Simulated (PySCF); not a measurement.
C5H9BOSi (SMILES C=C1CB(C)[SiH2]C1=O)

Input file:

```
{"job": {"kind": "uv", "xc": "CAM-B3LYP", "basis": "def2-SVPD", "nstates": 8, "ntriplets": 3}, "charge": 0, "multiplicity": 1}
C      2.585223    -0.813105     0.315564
C      1.283656    -0.707492     0.065537
C      0.642368     0.445549    -0.661013
B     -0.867160     0.658698    -0.240140
C     -1.630481     1.992442    -0.554186
Si    -1.457069    -0.975391     0.678966
C      0.330837    -1.721176     0.601629
O      0.671387    -2.834086     0.943655
H      3.302398    -0.070761     0.002430
H      2.966880    -1.663815     0.855831
H      0.617814     0.187864    -1.729975
H      1.278162     1.332847    -0.601028
H     -1.107125     2.667719    -1.228778
H     -2.627657     1.819160    -0.956309
H     -1.786994     2.534617     0.380152
H     -2.371810    -1.916956     0.020633
H     -1.837427    -0.924085     2.097122
```

Run with:

```sh
OMP_NUM_THREADS=1 python probes_run.py task.json out
```

Geometry: GFN2-xTB.

Level of theory: PySCF, CAM-B3LYP/def2-SVPD, SCF density, gas phase.

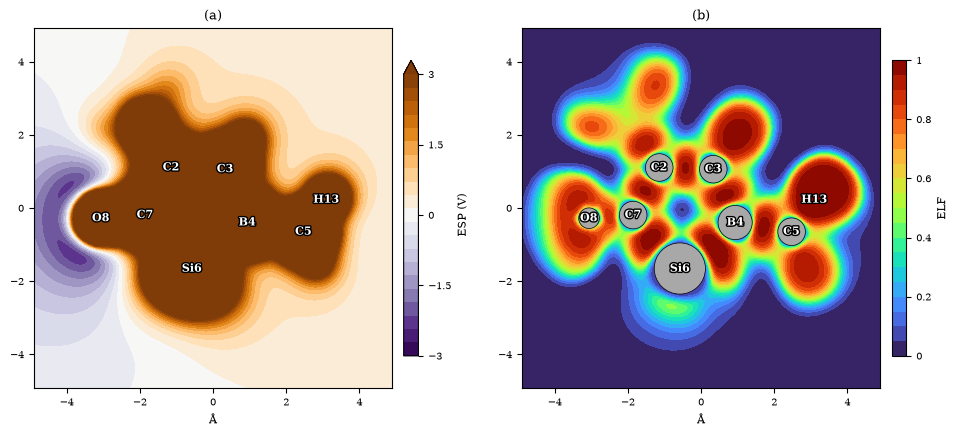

Figure 1. (a) molecular electrostatic potential; (b) ELF on the plane of atoms B4, Si6 and C7. Grey discs cover the atomic cores in the ELF map.

### Read the bonding off the picture.

Atoms in the plane: C, B, Si, O and H. C–O (1.21 Å): the ELF peaks at about 0.90 between the atoms (a multiple bond). C–B (1.57 Å): the ELF peaks at about 1 between the atoms: a shared electron pair. C–Si (1.94 Å): the ELF peaks at about 1 between the atoms, as expected for a shared electron pair. Si–B (1.97 Å): the ELF peaks at about 1 between the atoms (localised, covalent bonding). C–H (1.09 Å): the ELF climbs to about 1 towards the hydrogen, as it does in any bond to H; a covalent bond by its length. The ELF also peaks beside O8, away from the bonds: lone-pair regions. Outside the dense part of the molecule the potential is most negative (−2.3 V) near O8.

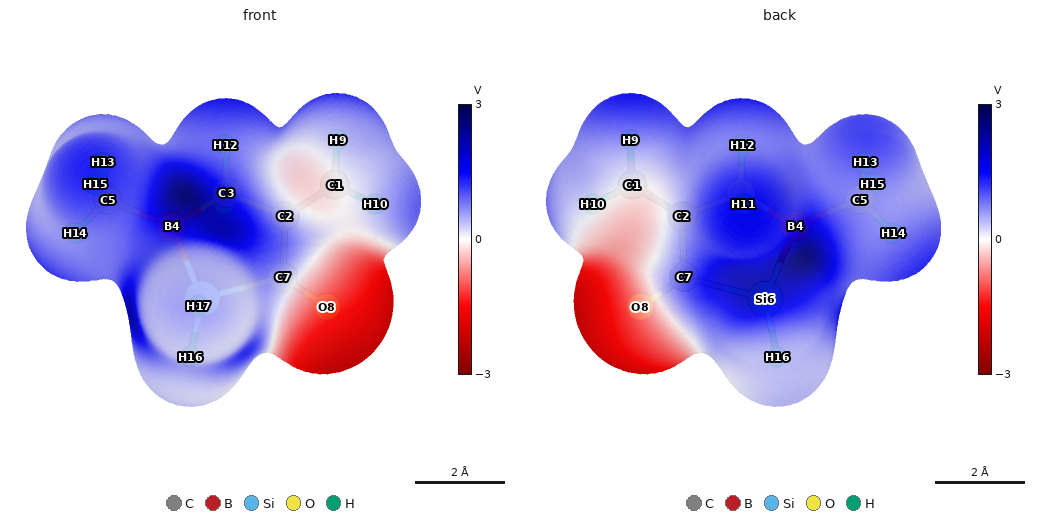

Figure 2. The molecular electrostatic potential painted on the density surface at 0.004 e/bohr³, seen from the front and from behind; the colour scale runs from red (negative) to blue (positive).

### Which sites attract a positive test charge, and which a negative one?

A positive charge is drawn to the negative regions and a negative charge to the positive ones. The most negative region (about −2.1 V) lies over O8, the most positive (about +2.6 V) over B4. O8 is the likeliest acceptor of a hydrogen bond.

### How polar is the molecule by this calculation?

Its dipole moment is 4.13 D.
